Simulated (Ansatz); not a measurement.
# A computed series for PtSe2: thickness series

The reference is PtSe2 in the CdI2 type structure (space group P-3m1, No. 164; layered).

Space group P-3m1 (No. 164); a = b = 3.772 Å, c = 4.818 Å, α = β = 90.00°, γ = 120.00°

| atom | site | symmetry | x | y | z |
|---|---|---|---|---|---|
| Pt | 1a | -3m. | 0.0000 | 0.0000 | 0.0000 |
| Se | 2d | 3m. | 0.6667 | 0.3333 | 0.2656 |

Free-standing slabs (3 atom(s) a layer) normal to the stacking axis with 15 Å of vacuum; in-plane cell relaxed.

Method: PBE-D3(BJ) (Ansatz, a program for electronic structure), spin-orbit coupling left out.

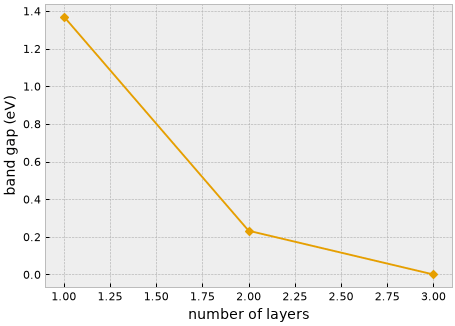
Figure. Band gap against number of layers

```tsv
number of layers	band gap
1	1.37 eV
2	0.23 eV
3	zero
```

With Pt present, leaving out spin-orbit coupling can change the band edges. Stability against distortions was not tested. The final runs are not spin-polarised. A zero or small gap of PtSe2 can be the functional's error rather than a property of the material.
